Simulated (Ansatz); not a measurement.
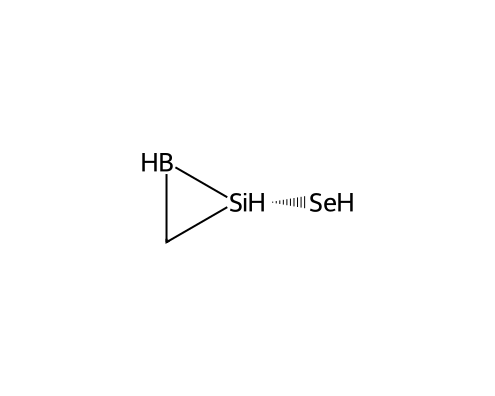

The computed structure is the end point of a PBE0-D4/def2-TZVP optimisation. No frequency run is at hand to confirm it as a minimum. Program: Ansatz 0.2.0.

Compare HOMO energy (eV) at these levels: B3LYP-D4/def2-TZVPP; PBE-D4/def2-TZVPP; PBE0-D4/def2-TZVPP; r2SCAN-D4/def2-TZVPP; ωB97M-V/def2-TZVPP; ωB97X-V/def2-TZVPP.

```json
{"level": "B3LYP-D4/def2-TZVPP", "HOMO energy (eV)": "−6.54"}
{"level": "PBE-D4/def2-TZVPP", "HOMO energy (eV)": "−5.76"}
{"level": "PBE0-D4/def2-TZVPP", "HOMO energy (eV)": "−6.76"}
{"level": "r2SCAN-D4/def2-TZVPP", "HOMO energy (eV)": "−5.95"}
{"level": "ωB97M-V/def2-TZVPP", "HOMO energy (eV)": "−8.79"}
{"level": "ωB97X-V/def2-TZVPP", "HOMO energy (eV)": "−8.92"}
```
